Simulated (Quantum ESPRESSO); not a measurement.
# TiClO: magnetism against uniaxial strain, part 2 of 2

Wanted: the trend of the moments of TiClO with uniaxial strain.

Quantum ESPRESSO 7.5; LDA with U = 3 eV on Ti d (ortho-atomic projectors); plane waves with GBRV 1.5 LDA potentials, no spin-orbit coupling.

So far, absolute magnetization (μB): step 2 (factor along z 0.94, ferro ++) 2.11; step 3 (factor along z 0.94, antiferro +-) 2.11.

The database entry behind the starting cell differs from later determinations by our own check (old inner coordinates), so it need not match the best structure at ambient conditions.

### 4. Factor along z 0.94, no spin polarisation

The input, pw.in:

```
&CONTROL
  calculation = 'scf'
  prefix = 'pwscf'
  outdir = './tmp'
  pseudo_dir = './pseudo'
  disk_io = 'nowf'
  tprnfor = .true.
  tstress = .true.
/
&SYSTEM
  ibrav = 0
  nat = 6
  ntyp = 3
  ecutwfc = 40
  ecutrho = 280
  nbnd = 35
  occupations = 'smearing'
  smearing = 'fd'
  degauss = 0.00367493
/
&ELECTRONS
  conv_thr = 1.2d-08
  electron_maxstep = 150
  mixing_beta = 0.3
/
ATOMIC_SPECIES
Ti     47.8670 ti_lda_v1.4.uspp.F.UPF
Cl     35.4500 cl_lda_v1.4.uspp.F.UPF
O      15.9990 o_lda_v1.2.uspp.F.UPF
CELL_PARAMETERS angstrom
   3.3800000000    0.0000000000    0.0000000000
   0.0000000000    3.7900000000    0.0000000000
   0.0000000000    0.0000000000    7.5482000000
ATOMIC_POSITIONS crystal
Ti      0.0000000000    0.5000000000    0.1220000000
Ti      0.5000000000    0.0000000000    0.8780000000
Cl      0.5000000000    0.5000000000    0.3200000000
Cl      0.0000000000    0.0000000000    0.6800000000
O       0.5000000000    0.5000000000    0.9350000000
O       0.0000000000    0.0000000000    0.0650000000
K_POINTS automatic
6 6 6 0 0 0
HUBBARD {ortho-atomic}
U Ti-3d 3.0000
```

The run is started by

```sh
> OMP_NUM_THREADS=1 mpirun -n 2 pw.x -nk 2 -in pw.in > pw.out
```

Log:

```text
     [... lines left out ...]
Program PWSCF v.7.5 starts
     [... lines left out ...]
     number of atoms/cell      =            6
     [... lines left out ...]
     number of electrons       =        50.00
     number of Kohn-Sham states=           35
     kinetic-energy cutoff     =      40.0000  Ry
     charge density cutoff     =     280.0000  Ry
     scf convergence threshold =      1.2E-08
     [... lines left out ...]
      8 Sym. Ops., with inversion, found ( 4 have fractional translation)
     [... lines left out ...]
     number of k points=    64  Fermi-Dirac smearing, width (Ry)=  0.0037
     [... lines left out ...]
     iteration # 14     ecut=    40.00 Ry     beta= 0.30
     [... lines left out ...]
     Tr[ns(  1)] =   2.23058
     [... lines left out ...]
     Tr[ns(  2)] =   2.23058
     [... lines left out ...]
     the Fermi energy is     8.8719 ev
!    total energy              =    -369.97112710 Ry
     estimated scf accuracy    <          2.1E-09 Ry
     smearing contrib. (-TS)   =      -0.00246592 Ry
     [... lines left out ...]
     convergence has been achieved in  14 iterations
     [... lines left out ...]
     Total force =     0.173726     Total SCF correction =     0.000073
     [... lines left out ...]
          total   stress  (Ry/bohr**3)                   (kbar)     P=       42.54
     [... lines left out ...]
```

Elapsed: 87 s, on 2 MPI ranks of Arm Neoverse V2, shared host; peak memory 0.43 GiB.

Numbers from this step:

```
smearing term TS : 0.03355 eV
pressure         : 4.254 GPa
final state      : non-magnetic (no spin polarisation)
```

### 5. Factor along z 1.03, no spin polarisation

Edit pw.in of step 4 so:

```diff
@@ -32,3 +32,3 @@
    0.0000000000    3.7900000000    0.0000000000
-   0.0000000000    0.0000000000    7.5482000000
+   0.0000000000    0.0000000000    8.2709000000
 ATOMIC_POSITIONS crystal
```

Log:

```text
     [... lines left out ...]
Program PWSCF v.7.5 starts
     [... lines left out ...]
     number of atoms/cell      =            6
     [... lines left out ...]
     number of electrons       =        50.00
     number of Kohn-Sham states=           35
     kinetic-energy cutoff     =      40.0000  Ry
     charge density cutoff     =     280.0000  Ry
     scf convergence threshold =      1.2E-08
     [... lines left out ...]
      8 Sym. Ops., with inversion, found ( 4 have fractional translation)
     [... lines left out ...]
     number of k points=    64  Fermi-Dirac smearing, width (Ry)=  0.0037
     [... lines left out ...]
     iteration # 13     ecut=    40.00 Ry     beta= 0.30
     [... lines left out ...]
     Tr[ns(  1)] =   2.17610
     [... lines left out ...]
     Tr[ns(  2)] =   2.17610
     [... lines left out ...]
     the Fermi energy is     7.5093 ev
!    total energy              =    -369.99465894 Ry
     estimated scf accuracy    <          3.9E-09 Ry
     smearing contrib. (-TS)   =      -0.00079508 Ry
     [... lines left out ...]
     convergence has been achieved in  13 iterations
     [... lines left out ...]
     Total force =     0.067282     Total SCF correction =     0.000176
     [... lines left out ...]
          total   stress  (Ry/bohr**3)                   (kbar)     P=      -52.10
     [... lines left out ...]
```

Elapsed: 85 s, on 2 MPI ranks; peak memory 0.37 GiB.

Read from the output:

```yaml
smearing_term_ts: 0.01082 eV
pressure: -5.210 GPa
final_state: non-magnetic (no spin polarisation)
```

### 6. The series

The runs not shown differ from these in the moved quantity alone.

States, by row:

| c axis | ferro ++ | antiferro +- | no spin polarisation |
| --- | --- | --- | --- |
| 0.94 | ferromagnetic | antiferromagnetic | non-magnetic |
| 0.97 | ferromagnetic | antiferromagnetic | non-magnetic |
| 1 | ferromagnetic | - | non-magnetic |
| 1.03 | ferromagnetic | - | non-magnetic |
| 1.06 | ferromagnetic | - | - |

The largest site moment by c axis:

| c axis (factor) | ferro ++ (μB) | antiferro +- (μB) |
| --- | --- | --- |
| 0.9400 | 0.670 | 0.665 |
| 0.9700 | 0.675 | 0.657 |
| 1.0000 | 0.681 | - |
| 1.0300 | 0.685 | - |
| 1.0600 | 0.689 | - |

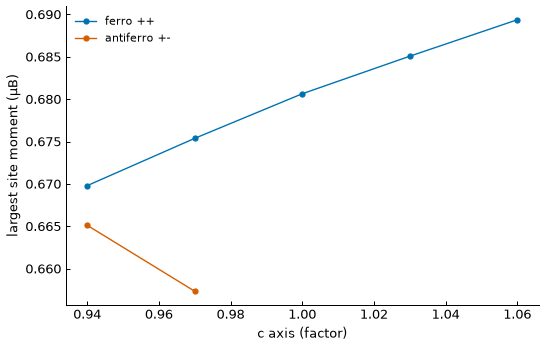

Largest site moment, plotted against c axis.

Energy less that of the parallel start against c axis; values in meV a seeded atom:

| c axis (factor) | antiferro +- | no spin polarisation |
| --- | --- | --- |
| 0.9400 | 0.0231 | 609 |
| 0.9700 | 498 | 591 |
| 1.0000 | - | 574 |
| 1.0300 | - | 559 |
| 1.0600 | - | - |

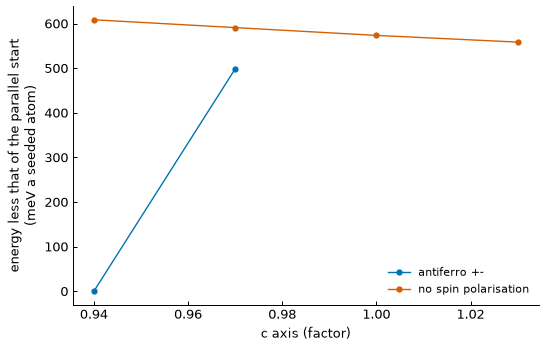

Energy less that of the parallel start, plotted against c axis.

Energy over the lowest against c axis; values in meV an atom:

| c axis (factor) | ferro ++ | antiferro +- | no spin polarisation |
| --- | --- | --- | --- |
| 0.9400 | 38.4 | 38.4 | 241 |
| 0.9700 | 11.6 | 178 | 209 |
| 1.0000 | 0 | - | 191 |
| 1.0300 | 1.70 | - | 188 |
| 1.0600 | 15.1 | - | - |

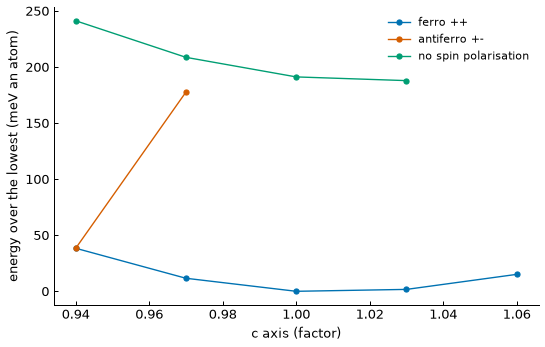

Energy over the lowest, plotted against c axis.

### 7. Outcome

- moment, parallel start: 0.670 to 0.689 μB
- states met from these starts: antiferromagnetic and ferromagnetic

What this shows: The net moment of the cell goes from 2 to 2 μB. The largest moment of the start antiferro +- lies between 0.657 and 0.665 μB. Dashes mark runs that did not finish or were not started for lack of time. Under a U these runs seem to end in unlike orbital states: the fillings of their corrected shells differ, or their energies lie too far apart for exchange alone. The differences are then no exchange energies, and the ranking says little of the magnetic order. Seeding all runs from one set of occupation matrices is the usual remedy.

[Logs and program files are shortened in this print: banners, set-up blocks, solver, clock and traceback lines can be left out without a mark of their own.]

[Logs are printed without paths, hosts, clocks, repeated set-up lines and the standing remarks that a program may print on its own settings, such as how far it seeks lower states.]

[Hosts, paths, dates, database ids (printed as entryN), source tags and the programs' standing remarks are cut or masked in the printed files.]

[Where a cell is said to come from a database of computed structures, the database is the Materials Project.]
